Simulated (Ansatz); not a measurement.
ClHSi···HCl

```tsv
atom	x (Å)	y (Å)	z (Å)
Si	-0.7759	0.0078	0.1952
H	1.4006	-0.0530	1.7233
Cl	2.4665	0.0889	0.9311
H	-0.7405	1.0432	-0.9376
Cl	-1.1145	-1.6337	-1.0371
```

Not at a stationary point (largest force 1.2 eV/Å).

Level of theory: RKS PBE0-D4/def2-SVP in Ansatz 0.2.0.

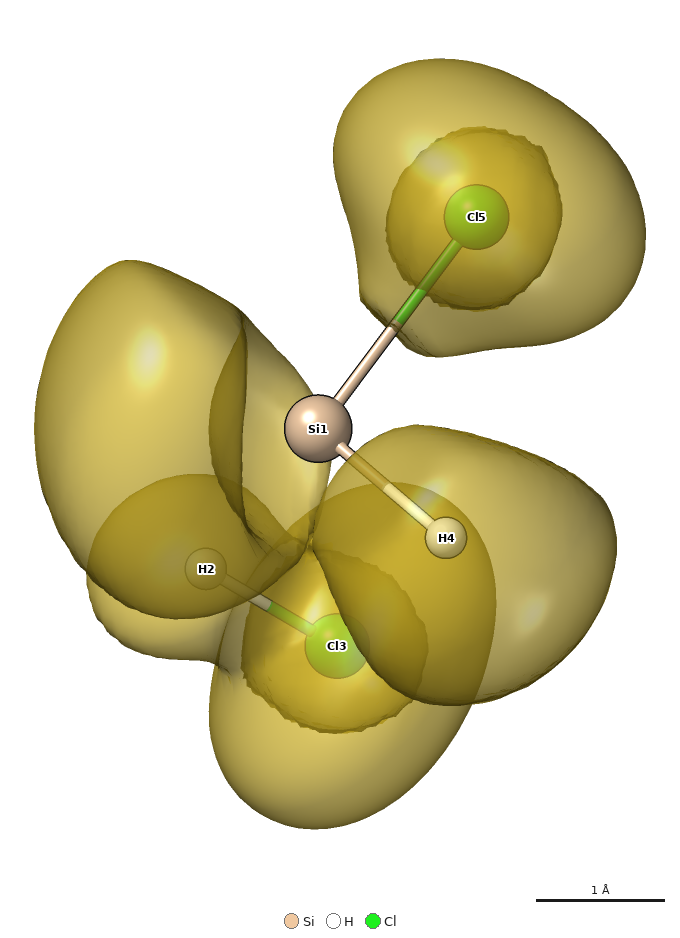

Figure 1. Isosurface of the ELF at 0.75 (yellow), seen at an oblique angle. Core shells and regions of very low density are left out.

Where are the electrons localised?

Answer. The surface consists of one region around a hydrogen nucleus, one region on Cl in which the atom's valence shell and bonds are merged, one lobe on Si, pointing away from the bonds (lone pairs) and one joined region spread over several atoms (Cl, H), in which their bonds and any lone pairs are merged.


Si1···H2 (2.66 Å): the ELF dips to about 0.10 between them. Si–Cl (2.08 Å): the ELF peaks at about 0.85 between the atoms, as expected for a shared but strongly polarised pair.

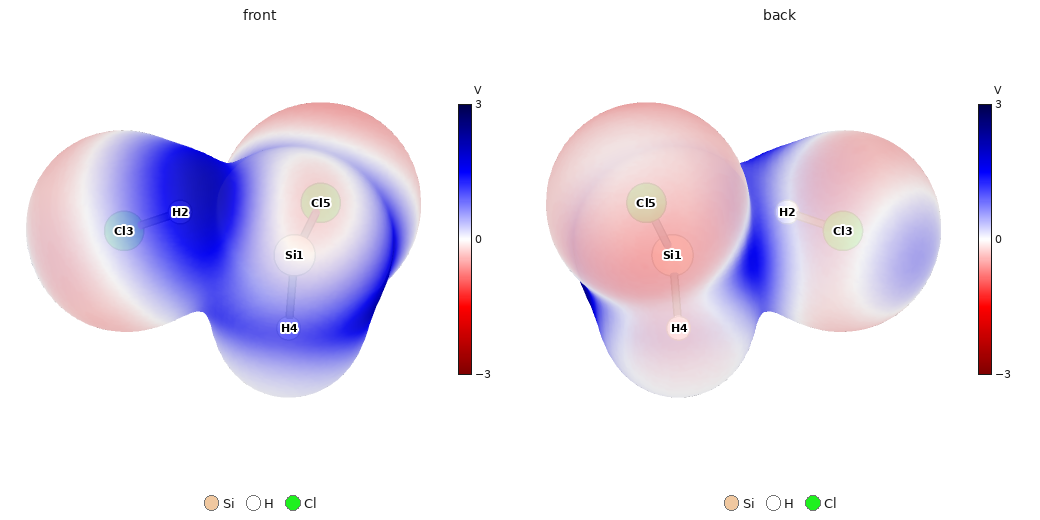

Figure 2. The electrostatic potential painted on the density surface at 0.002 e/bohr³, seen from the front and from behind; the colour scale runs from red (negative) to blue (positive).

Where is the surface potential most negative and most positive?

Answer. The most negative region (about −0.5 V) lies over Cl5, the most positive (about +2.3 V) over Si1. Cl3 shows a σ-hole: about +0.5 V at the tip opposite its bond, against about −0.2 V on its flanks.

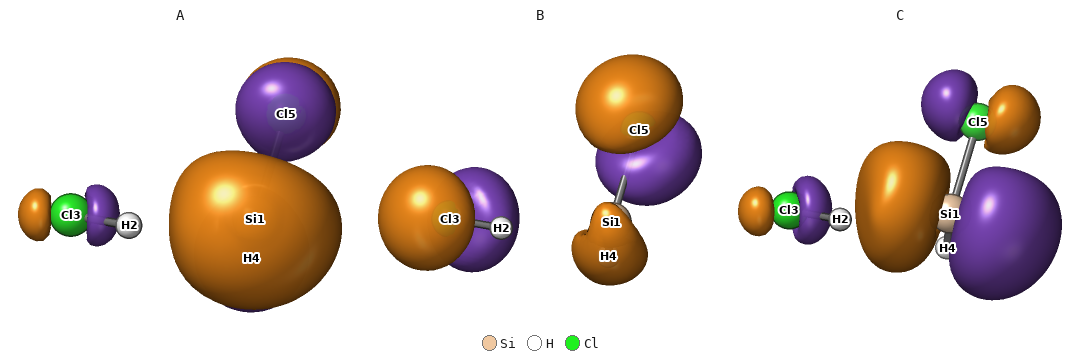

Figure 3. Three frontier orbitals at ±0.1 Å⁻³ᐟ² (orange and purple are the two phases), in no order.

Which picture is the HOMO−1, the HOMO and the LUMO?

Answer. B is the HOMO−1 (−9.36 eV). By Hirshfeld shares it lies mainly on Cl5 (about 45 %), Cl3 (about 40 %) and Si1 (about 10 %); largely a combination of lone pairs on Cl5 and Cl3. A is the HOMO (−6.98 eV). By Hirshfeld shares it lies mainly on Si1 (about 60 %), Cl5 (about 20 %) and H4 (about 15 %). C is the LUMO (−2.83 eV). By Hirshfeld shares it lies mainly on Si1 (about 75 %), Cl5 (about 15 %) and Cl3 (about 5 %).

What is the HOMO–LUMO gap?

Answer. 4.15 eV between the orbital energies.
